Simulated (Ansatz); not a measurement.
## Run report: BSiNH₇F, nudged elastic band

System: BSiNH₇F.
Method: RKS PBE-D4/cc-pVDZ (Ansatz 0.2.0).

It belongs to a series of runs on one base structure; here: band between the two ends. Figures and captions count atoms from 1; the log counts them from 0 in places.

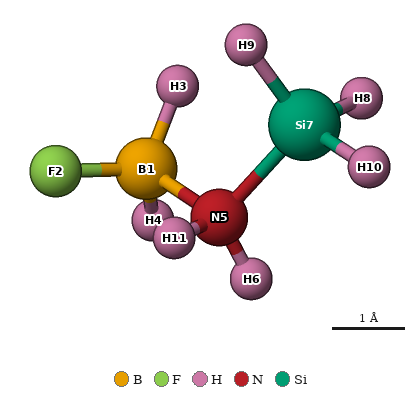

*The starting structure (ball-and-stick view, seen at a tilt; atoms are numbered from 1 in the order of the input).*

Key numbers

```json
{"quantity": "outcome", "value": "converged"}
{"quantity": "barrier, forward", "value": "1.020 eV"}
{"quantity": "barrier, backward", "value": "0.216 eV"}
{"quantity": "hardware", "value": "2 threads of Arm Neoverse V2, 24 GiB of memory available, shared host"}
{"quantity": "wall time", "value": "1.9 min (CPU time 3.7 min)"}
{"quantity": "peak memory", "value": "0.14 GiB"}
```

Notes

The order of the saddle point was not checked.

Input file
```yaml
crystal:
  periodic: [false, false, false]
  atoms:
    - { symbol: B, position_ang: [0.153526, -0.363903, 0.040715] }
    - { symbol: F, position_ang: [-0.301197, 0.879212, 0.547297] }
    - { symbol: H, position_ang: [1.393215, -0.456862, 0.016127] }
    - { symbol: H, position_ang: [-0.414825, -0.74107, -0.985283] }
    - { symbol: "N", position_ang: [-0.314778, -1.452062, 1.244792] }
    - { symbol: H, position_ang: [-0.972042, -2.1562, 0.880918] }
    - { symbol: Si, position_ang: [1.214572, -2.169117, 1.969658] }
    - { symbol: H, position_ang: [1.909201, -2.911924, 0.87062] }
    - { symbol: H, position_ang: [1.993413, -1.020036, 2.527664] }
    - { symbol: H, position_ang: [0.810742, -3.123329, 3.071188] }
    - { symbol: H, position_ang: [-0.838525, -0.875607, 1.923904] }
basis:
  gaussian: { orbitals: cc-pVDZ }
hamiltonian:
  xc: pbe
  dispersion: d4
neb:
  order_check: false
  images: 5
  f_tol: 0.05
  max_iterations: 60
  final_atoms:
    - { symbol: B, position_ang: [0.24306325, -0.73913692, -0.39231223] }
    - { symbol: F, position_ang: [-0.53781951, 0.30887185, 2.46450491] }
    - { symbol: H, position_ang: [1.22374146, -0.02971913, -0.31688842] }
    - { symbol: H, position_ang: [-0.55081809, -0.66431389, -1.30919847] }
    - { symbol: "N", position_ang: [0.01214005, -1.68574035, 0.63962318] }
    - { symbol: H, position_ang: [-0.78935366, -2.31747997, 0.5199374] }
    - { symbol: Si, position_ang: [1.18459037, -2.1414322, 1.94553388] }
    - { symbol: H, position_ang: [1.87065585, -3.42266918, 1.5409492] }
    - { symbol: H, position_ang: [2.17061022, -1.02075124, 2.06029435] }
    - { symbol: H, position_ang: [0.42210196, -2.3796643, 3.2189351] }
    - { symbol: H, position_ang: [-0.6156099, -0.29886268, 1.7362211] }
  initial_path:
    images:
      - { positions_ang: [[0.153526, -0.363903, 0.040715], [-0.301197, 0.879212, 0.547297], [1.393215, -0.456862, 0.016127], [-0.414825, -0.74107, -0.985283], [-0.314778, -1.452062, 1.244792], [-0.972042, -2.1562, 0.880918], [1.214572, -2.169117, 1.969658], [1.909201, -2.911924, 0.87062], [1.993413, -1.020036, 2.527664], [0.810742, -3.123329, 3.071188], [-0.838525, -0.875607, 1.923904]] }
      - { positions_ang: [[0.07173939, -0.24929, 0.03228221], [-0.26255044, 0.55934812, 0.92543471], [1.24976577, -0.26349754, -0.16144413], [-0.6365379, -0.53417333, -0.87016841], [-0.15558639, -1.55885685, 1.01348085], [-0.72478885, -2.29305922, 0.5771085], [1.1724947, -2.15693259, 2.00511003], [1.75316083, -3.12425832, 1.28346858], [2.09759785, -1.12256109, 2.38803472], [0.62765911, -2.68573233, 3.12594613], [-0.55965207, -0.96188484, 1.78834682]] }
      - { positions_ang: [[-0.01004721, -0.13467701, 0.02384941], [-0.22390388, 0.23948423, 1.30357242], [1.10631654, -0.07013308, -0.33901527], [-0.85825081, -0.32727666, -0.75505381], [0.00360521, -1.6656517, 0.78216969], [-0.47753569, -2.42991845, 0.273299], [1.1304174, -2.14474819, 2.04056205], [1.59712067, -3.33659265, 1.69631715], [2.20178269, -1.22508618, 2.24840544], [0.44457622, -2.24813566, 3.18070427], [-0.28077915, -1.04816268, 1.65278964]] }
      - { positions_ang: [[-0.09183382, -0.02006401, 0.01541662], [-0.18525731, -0.08037965, 1.68171013], [0.96286731, 0.12323139, -0.5165864], [-1.07996371, -0.12037999, -0.63993922], [0.16279682, -1.77244655, 0.55085854], [-0.23028254, -2.56677767, -0.03051049], [1.0883401, -2.13256378, 2.07601408], [1.4410805, -3.54892697, 2.10916573], [2.30596754, -1.32761126, 2.10877616], [0.26149333, -1.81053899, 3.2354624], [-0.00190622, -1.13444051, 1.51723247]] }
      - { positions_ang: [[0.01979854, -0.25975498, -0.120493], [-0.30277805, 0.04937085, 1.94264172], [1.04982536, 0.07224788, -0.45002041], [-0.90358184, -0.30169129, -0.86302564], [0.11257789, -1.74354448, 0.58044675], [-0.41663958, -2.48367844, 0.15297214], [1.12042352, -2.13551992, 2.03252068], [1.58427228, -3.50684104, 1.91976022], [2.26084843, -1.22532459, 2.09261556], [0.31502954, -2.00024742, 3.2299533], [-0.20647412, -0.85591457, 1.59022868]] }
      - { positions_ang: [[0.1314309, -0.49944595, -0.25640261], [-0.42029878, 0.17912135, 2.20357332], [1.13678341, 0.02126437, -0.38345441], [-0.72719996, -0.48300259, -1.08611205], [0.06235897, -1.71464242, 0.61003496], [-0.60299662, -2.4005792, 0.33645477], [1.15250695, -2.13847606, 1.98902728], [1.72746407, -3.46475511, 1.73035471], [2.21572933, -1.12303791, 2.07645496], [0.36856575, -2.18995586, 3.2244442], [-0.41104201, -0.57738862, 1.66322489]] }
      - { positions_ang: [[0.24306325, -0.73913692, -0.39231223], [-0.53781951, 0.30887185, 2.46450491], [1.22374146, -0.02971913, -0.31688842], [-0.55081809, -0.66431389, -1.30919847], [0.01214005, -1.68574035, 0.63962318], [-0.78935366, -2.31747997, 0.5199374], [1.18459037, -2.1414322, 1.94553388], [1.87065585, -3.42266918, 1.5409492], [2.17061022, -1.02075124, 2.06029435], [0.42210196, -2.3796643, 3.2189351], [-0.6156099, -0.29886268, 1.7362211]] }
```

Run as:
```bash
ansatz run input.yaml --threads 2 --pin off --max-ram 3072MiB --backend cpu --events-out ev --progress --plain --runs-dir out
```

The program's output
```
Engine: ansatz 0.2.0, aarch64-unknown-linux-gnu
Functional definition: PBE
  parameter kappa = 0.804
  parameter beta = 0.06672455060314922
  exchange = pbe_x(kappa = kappa, mu = beta*pi^2/3)
  correlation = pbe_c(beta = beta)
1132 factors; their error is unknown
mean field evaluation 1: about -12860.4228 eV, gradient 5.4e1 eV
mean field evaluation 2: about -12847.4789 eV, gradient 9.3e1 eV
mean field evaluation 4: about -12866.5565 eV, gradient 3.0e0 eV
mean field evaluation 8: about -12866.5795 eV, gradient 1.1e-1 eV
mean field evaluation 16: about -12866.5394 eV, gradient 1.0e-4 eV
mean field -12866.53939953 eV, -472.8366016791 hartree, gradient 1.9e-5 eV, S^2 0.000000; 0 other end points of the search recorded, 0 dependent functions left out
the calculation of the forces begins
reference -12866.53943740 eV, -472.8366030708 hartree; 21, 21 occupied and 74, 74 virtual orbitals, 1132 factors
1132 factors; their error is unknown
mean field evaluation 32: about -12865.7406 eV, gradient 5.8e-5 eV
mean field -12865.74056788 eV, -472.8072451574 hartree, gradient 5.8e-5 eV, S^2 0.000000; 0 other end points of the search recorded, 0 dependent functions left out
[... from here on the field's lines of each further geometry are left out, up to the last ...]
NEB iter   1: max|band force component| = 7.174e0 eV/Å  barrier→ = 4.6443 eV  barrier← = 3.8406 eV  Δτ_max = 0.2000 Å  (183 SCF iters)
NEB iter   2: max|band force component| = 3.271e0 eV/Å  barrier→ = 2.6424 eV  barrier← = 1.8387 eV  Δτ_max = 0.1955 Å  (168 SCF iters)
NEB iter   3: max|band force component| = 2.417e0 eV/Å  barrier→ = 1.8735 eV  barrier← = 1.0699 eV  Δτ_max = 0.1888 Å  (148 SCF iters)
NEB iter   4: max|band force component| = 2.584e0 eV/Å  barrier→ = 1.3861 eV  barrier← = 0.5824 eV  Δτ_max = 0.1914 Å  (150 SCF iters)
NEB iter   5: max|band force component| = 2.653e0 eV/Å  barrier→ = 1.3387 eV  barrier← = 0.5351 eV  Δτ_max = 0.1972 Å  (149 SCF iters)
NEB iter   6: max|band force component| = 1.024e0 eV/Å  barrier→ = 1.4220 eV  barrier← = 0.6183 eV  Δτ_max = 0.1496 Å  (138 SCF iters)
NEB iter   7: max|band force component| = 6.669e-1 eV/Å  barrier→ = 1.2818 eV  barrier← = 0.4782 eV  Δτ_max = 0.2000 Å  (138 SCF iters)
NEB iter   8: max|band force component| = 4.664e-1 eV/Å  barrier→ = 1.1630 eV  barrier← = 0.3594 eV  CI = image 4  Δτ_max = 0.1997 Å  (143 SCF iters)
NEB iter   9: max|band force component| = 5.602e-1 eV/Å  barrier→ = 1.0767 eV  barrier← = 0.2730 eV  CI = image 4  Δτ_max = 0.1993 Å  (140 SCF iters)
NEB iter  10: max|band force component| = 3.669e-1 eV/Å  barrier→ = 1.0350 eV  barrier← = 0.2313 eV  CI = image 4  Δτ_max = 0.1991 Å  (136 SCF iters)
NEB iter  11: max|band force component| = 4.189e-1 eV/Å  barrier→ = 1.0233 eV  barrier← = 0.2197 eV  CI = image 4  Δτ_max = 0.1001 Å  (139 SCF iters)
NEB iter  12: max|band force component| = 1.132e-1 eV/Å  barrier→ = 1.0223 eV  barrier← = 0.2186 eV  CI = image 4  Δτ_max = 0.1542 Å  (145 SCF iters)
NEB iter  13: max|band force component| = 1.111e-1 eV/Å  barrier→ = 1.0214 eV  barrier← = 0.2177 eV  CI = image 4  Δτ_max = 0.0775 Å  (142 SCF iters)
NEB iter  14: max|band force component| = 6.535e-2 eV/Å  barrier→ = 1.0205 eV  barrier← = 0.2169 eV  CI = image 4  Δτ_max = 0.0775 Å  (147 SCF iters)
the calculation of the forces begins
reference -12865.70367405 eV, -472.8058893342 hartree; 21, 21 occupied and 74, 74 virtual orbitals, 1132 factors
1132 factors; their error is unknown
mean field evaluation 704: about -12865.5224 eV, gradient 1.8e-5 eV
mean field -12865.52237323 eV, -472.7992266520 hartree, gradient 1.4e-5 eV, S^2 0.000000; 1 other end points of the search recorded, 0 dependent functions left out
the calculation of the forces begins
reference -12865.52241117 eV, -472.7992280463 hartree; 21, 21 occupied and 74, 74 virtual orbitals, 1132 factors
NEB iter  15: max|band force component| = 4.223e-2 eV/Å  barrier→ = 1.0202 eV  barrier← = 0.2165 eV  CI = image 4  Δτ_max = 0.0000 Å  (279 SCF iters)
```

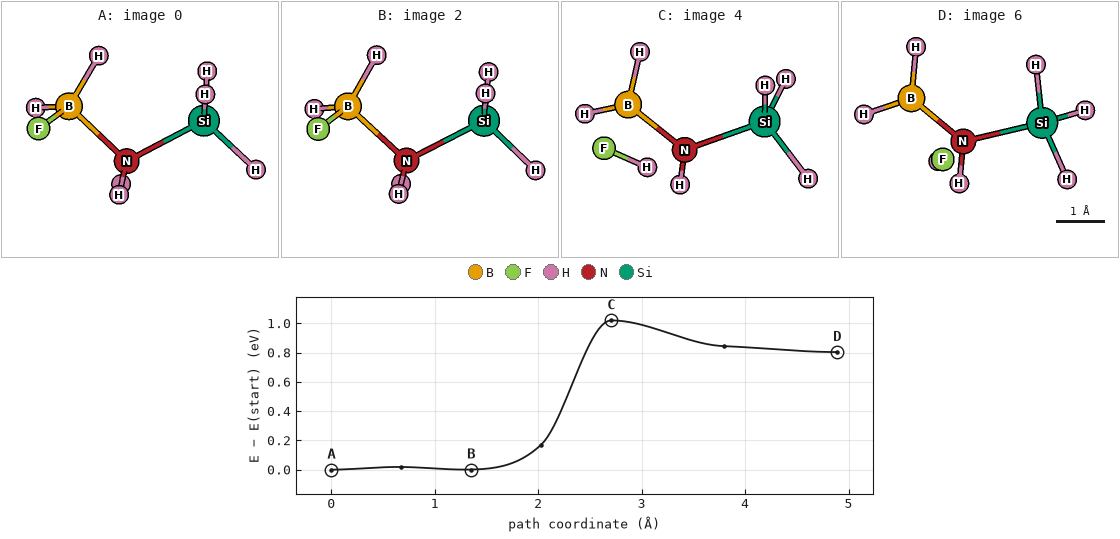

*Images of the last band (counted from 0; ball-and-stick, seen on its broad side) above the energy along the path; the line is a cubic interpolation that uses the forces.*

The highest image is number 4, 1.020 eV above the start and 0.216 eV above the end (the climbing image); the end lies 0.804 eV above the start. The path is 4.89 Å long. The band converged in 15 iterations.

```
Total energy: -12865.70929313 eV, -472.8060958316 hartree
Atom 0 at     0.156925    -0.569248    -0.048745 Å, force    -0.000579    -0.018274    -0.007313 eV/Å
Atom 1 at    -0.656814     0.686712     0.979588 Å, force    -0.005980     0.013977     0.001481 eV/Å
Atom 2 at     1.298241    -0.162670    -0.124485 Å, force     0.006180     0.002389     0.000765 eV/Å
Atom 3 at    -0.557037    -0.651569    -1.025839 Å, force     0.000913     0.003154     0.011552 eV/Å
Atom 4 at    -0.112929    -1.561790     1.072709 Å, force    -0.035455     0.014195    -0.027140 eV/Å
Atom 5 at    -0.897204    -2.201793     0.894621 Å, force    -0.000378     0.000601     0.002595 eV/Å
Atom 6 at     1.237630    -2.276856     2.016494 Å, force     0.023212    -0.014791     0.018800 eV/Å
Atom 7 at     2.058351    -3.229692     1.183662 Å, force     0.002793     0.001960    -0.003405 eV/Å
Atom 8 at     2.092569    -1.137994     2.494590 Å, force    -0.000292     0.003517     0.004188 eV/Å
Atom 9 at     0.644409    -3.027799     3.182356 Å, force    -0.000089     0.002018    -0.001269 eV/Å
Atom 10 at    -0.630838    -0.258200     1.482651 Å, force     0.009675    -0.008746    -0.000254 eV/Å
Dipole moment:    -0.094976    -0.462440     0.290524 e Å
this run last wrote the band of iteration 15 to [file]
```

The last band as extended XYZ (Å, eV, eV/Å)
```
11
Properties=species:S:1:pos:R:3:forces:R:3 image=0 energy=-12866.72942
B     0.1535   -0.3639    0.0407   -0.0001   0.0048   0.0167
F    -0.3012    0.8792    0.5473    0.0033   0.0064  -0.0149
H     1.3932   -0.4569    0.0161   -0.0035   0.0094  -0.0082
H    -0.4148   -0.7411   -0.9853    0.0055  -0.0011   0.0049
N    -0.3148   -1.4521    1.2448    0.0232  -0.0162  -0.0118
H    -0.9720   -2.1562    0.8809   -0.0192  -0.0021   0.0124
Si    1.2146   -2.1691    1.9697    0.0069   0.0049   0.0007
H     1.9092   -2.9119    0.8706   -0.0018  -0.0034   0.0011
H     1.9934   -1.0200    2.5277    0.0057  -0.0009   0.0053
H     0.8107   -3.1233    3.0712   -0.0021  -0.0025  -0.0064
H    -0.8385   -0.8756    1.9239   -0.0180   0.0006   0.0001
11
Properties=species:S:1:pos:R:3:forces:R:3 image=1 energy=-12866.71071
B     0.1746   -0.3816    0.0500   -0.0190   0.0100   0.0142
F     0.0474    0.8661    0.7023   -0.0502  -0.0251   0.0110
H     1.3573   -0.7119   -0.1443    0.0013   0.0599  -0.0274
H    -0.5699   -0.5436   -0.9180   -0.0079   0.0314  -0.0116
N    -0.3493   -1.4994    1.2039    0.0045  -0.0435  -0.0299
H    -0.9028   -2.2458    0.7583    0.0116  -0.0014   0.0005
Si    1.1952   -2.1054    1.9998    0.0187   0.0220   0.0058
H     1.9932   -2.7941    0.9387   -0.0058  -0.0644   0.0289
H     1.8434   -0.8818    2.5688    0.0307  -0.0260  -0.0037
H     0.8291   -3.0834    3.0926   -0.0258   0.0153   0.0362
H    -0.9849   -1.0101    1.8554    0.0419   0.0219  -0.0239
11
Properties=species:S:1:pos:R:3:forces:R:3 image=2 energy=-12866.72833
B     0.1565   -0.3596    0.0262    0.0045  -0.0365   0.0092
F    -0.3483    0.8607    0.5392   -0.0062   0.0466   0.0018
H     1.3975   -0.4099    0.0188    0.0079  -0.0096   0.0035
H    -0.3885   -0.7432   -1.0096    0.0074  -0.0104  -0.0034
N    -0.3017   -1.4728    1.2157    0.0268   0.0111  -0.0095
H    -0.9317   -2.1935    0.8360   -0.0110  -0.0056  -0.0014
Si    1.2125   -2.1571    2.0014   -0.0050  -0.0137  -0.0075
H     1.9597   -2.9040    0.9399   -0.0041   0.0200  -0.0192
H     1.9583   -0.9933    2.5751   -0.0077  -0.0020   0.0001
H     0.7810   -3.1121    3.0907    0.0039   0.0080   0.0112
H    -0.8619   -0.9062    1.8740   -0.0165  -0.0079   0.0152
11
Properties=species:S:1:pos:R:3:forces:R:3 image=3 energy=-12866.55862
B     0.1196   -0.3312   -0.0215   -0.0766   0.2772   0.0278
F    -0.5618    0.7484    0.6913    0.1699   0.1276  -0.3514
H     1.3354   -0.1570   -0.0838    0.0341  -0.0454  -0.0092
H    -0.4682   -0.6677   -1.0448    0.0466  -0.0369  -0.0117
N    -0.1733   -1.5035    1.1310   -0.1160   0.0893   0.0987
H    -0.8783   -2.1910    0.8275   -0.0010   0.0384  -0.0088
Si    1.2283   -2.2417    2.0522    0.0057   0.0100   0.0255
H     2.0234   -3.1356    1.1428   -0.0938   0.0764  -0.0833
H     2.0408   -1.0966    2.5678   -0.0050   0.0321   0.0194
H     0.6402   -3.0611    3.1723    0.0272   0.0041   0.0294
H    -0.6729   -0.7538    1.6729    0.0086  -0.5729   0.2637
11
Properties=species:S:1:pos:R:3:forces:R:3 image=4 energy=-12865.70925
B     0.1569   -0.5692   -0.0487   -0.0006  -0.0183  -0.0073
F    -0.6568    0.6867    0.9796   -0.0060   0.0140   0.0015
H     1.2982   -0.1627   -0.1245    0.0062   0.0024   0.0008
H    -0.5570   -0.6516   -1.0258    0.0009   0.0032   0.0116
N    -0.1129   -1.5618    1.0727   -0.0355   0.0142  -0.0271
H    -0.8972   -2.2018    0.8946   -0.0004   0.0006   0.0026
Si    1.2376   -2.2769    2.0165    0.0232  -0.0148   0.0188
H     2.0584   -3.2297    1.1837    0.0028   0.0020  -0.0034
H     2.0926   -1.1380    2.4946   -0.0003   0.0035   0.0042
H     0.6444   -3.0278    3.1824   -0.0001   0.0020  -0.0013
H    -0.6308   -0.2582    1.4827    0.0097  -0.0087  -0.0003
11
Properties=species:S:1:pos:R:3:forces:R:3 image=5 energy=-12865.88535
B     0.2314   -0.7221   -0.2294   -0.0014  -0.0183  -0.0060
F    -0.8220    0.7434    1.7933   -0.0004  -0.0134   0.0181
H     1.2833   -0.1199   -0.2275   -0.0009   0.0039  -0.0015
H    -0.6218   -0.5576   -1.0749    0.0004   0.0042  -0.0018
N     0.0166   -1.7057    0.7816    0.0125   0.0080  -0.0090
H    -0.8310   -2.2811    0.7042    0.0001  -0.0024  -0.0063
Si    1.2685   -2.2778    1.9449   -0.0085  -0.0031   0.0036
H     2.0402   -3.4339    1.3617    0.0030  -0.0035   0.0043
H     2.1758   -1.1164    2.2244    0.0034   0.0006  -0.0080
H     0.5646   -2.7365    3.1956   -0.0048   0.0105   0.0032
H    -0.6724   -0.1831    1.6339   -0.0034   0.0136   0.0035
11
Properties=species:S:1:pos:R:3:forces:R:3 image=6 energy=-12865.92574
B     0.2431   -0.7391   -0.3923   -0.0093  -0.0097  -0.0016
F    -0.5378    0.3089    2.4645   -0.0024   0.0080   0.0072
H     1.2237   -0.0297   -0.3169    0.0035   0.0015  -0.0031
H    -0.5508   -0.6643   -1.3092    0.0022   0.0039   0.0024
N     0.0121   -1.6857    0.6396    0.0115   0.0080   0.0012
H    -0.7894   -2.3175    0.5199   -0.0127  -0.0088  -0.0065
Si    1.1846   -2.1414    1.9455    0.0008   0.0085   0.0037
H     1.8707   -3.4227    1.5409    0.0024  -0.0032  -0.0013
H     2.1706   -1.0208    2.0603    0.0032  -0.0019   0.0034
H     0.4221   -2.3797    3.2189    0.0003  -0.0034  -0.0004
H    -0.6156   -0.2989    1.7362    0.0004  -0.0029  -0.0050
```
